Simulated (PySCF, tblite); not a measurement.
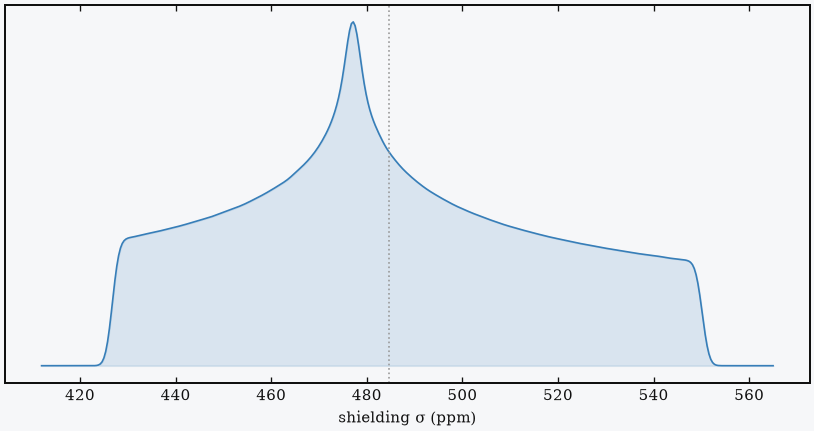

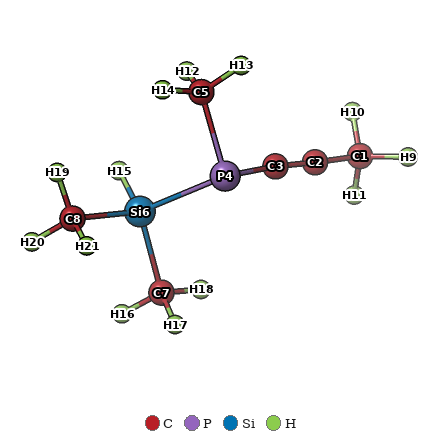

Static powder pattern (³¹P) from GIAO shielding tensors of C₆H₁₃PSi, SMILES CC#CP(C)[SiH](C)C, PBE0/pcSseg-1 in PySCF 2.14.0, at a GFN2-xTB geometry (a minimum by its frequencies); absolute shielding, one fixed geometry of the isolated molecule without any motion, no dipolar terms. The dotted line is the isotropic value; skew is 3(σiso − σ22)/span.

Question: The pattern belongs to P4. Give the principal values, span and skew.

Answer: P4: σ11, σ22, σ33 = 427, 477, 550 ppm, isotropic 485, span 123 ppm, skew 0.18.

Caveats: the tight-binding geometry is rougher than a DFT one and adds to the error; one conformer of a flexible molecule.
